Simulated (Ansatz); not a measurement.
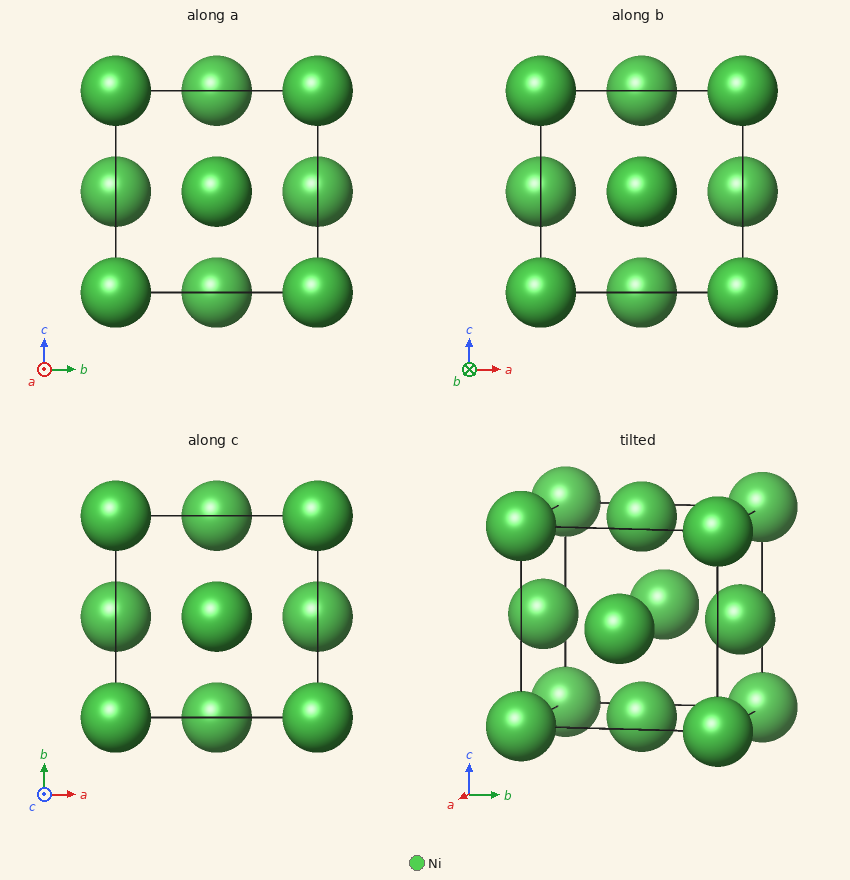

Shown here is a spheres-only view of the crystal, taken along the a axis, along the b axis, along the c axis and slightly off an axis. The conventional unit cell is outlined; an atom on or near a face, edge or corner is repeated at each equivalent position.

Lattice parameters: a = 3.520 Å, b = 3.520 Å, c = 3.520 Å, α = 90.00°, β = 90.00°, γ = 90.00°.

Q: Record the structure as a table of Wyckoff sites.

A: Space group Fm-3m (No. 225).
```
atom  site       x       y       z
  Ni    4a  0.0000  0.0000  0.0000
```

It goes back to the standard structure of this element. Earlier steps of the study, as a rule a relaxation of our own, may have changed the cell and positions, so they can lie some per cent off the listed ones. It was the input of a calculation with Ansatz.

At this level of theory the run's own cell isn't at rest (stretched, at -18 GPa), so its distances can differ from those at equilibrium, the more so the softer the solid.
